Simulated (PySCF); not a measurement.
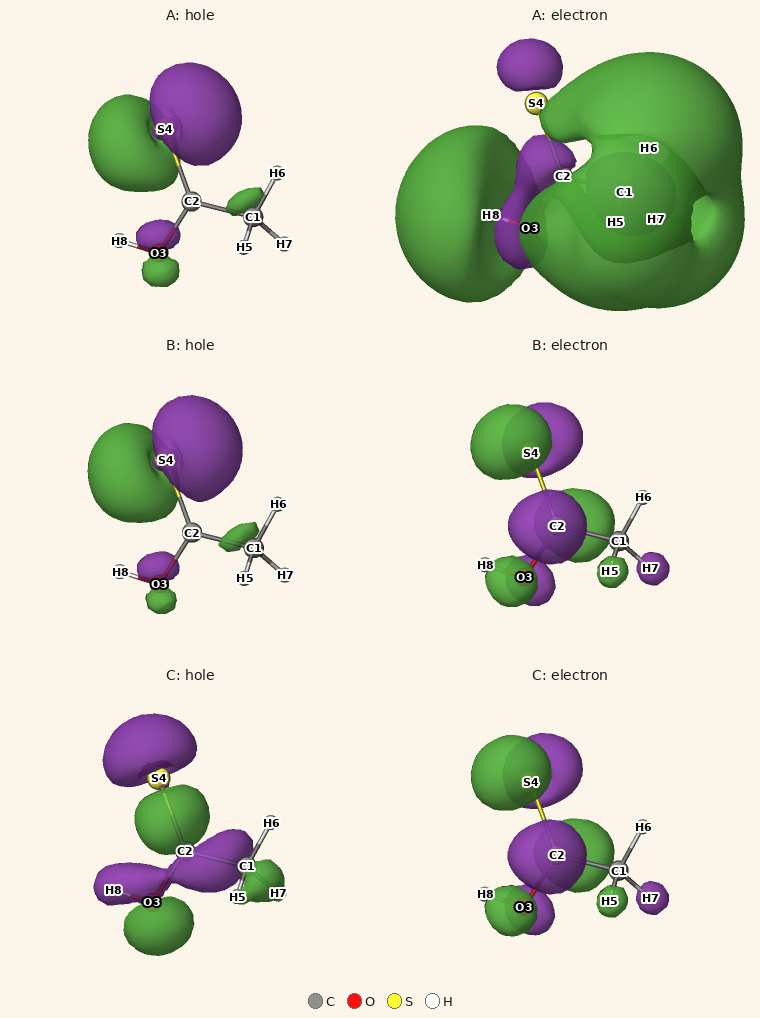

Figure. C2H4OS, SMILES `CC(O)=S`. Leading natural transition orbital pairs of 3 excited states (TDA singlet states).

Level of theory: B3LYP/def2-SVP (PySCF), at a geometry from GFN2-xTB. No frequency check shows the geometry to be a minimum. GFN2-xTB bond lengths at metals and heavier atoms can be off by up to 0.1 Å and shapes distorted, which carries into these values. Without diffuse functions Rydberg states are missing, so the states' numbers hold for this basis only.

| state | energy (eV) | f |
| --- | --- | --- |
| S₁ | 3.44 | 0.000 |
| S₃ | 6.82 | 0.186 |
| S₄ | 6.96 | 0.003 |

Which pair belongs to which state?

A is S₃ (partly diffuse acceptor orbital, which a basis without diffuse functions describes poorly): hole on S4 (75 %) and C2 (9 %), electron on S4 (17 %) and H8 (16 %). B is S₁ (n → π*): hole on S4 (83 %) and C2 (6 %), electron on C2 (39 %) and S4 (36 %). C is S₄ (σ or n → π*): hole on S4 (37 %) and O3 (26 %), electron on C2 (40 %) and S4 (35 %).

Run time: 84 s on 1 thread of Arm Neoverse V1, with other jobs on the host, peak memory 0.47 GiB.
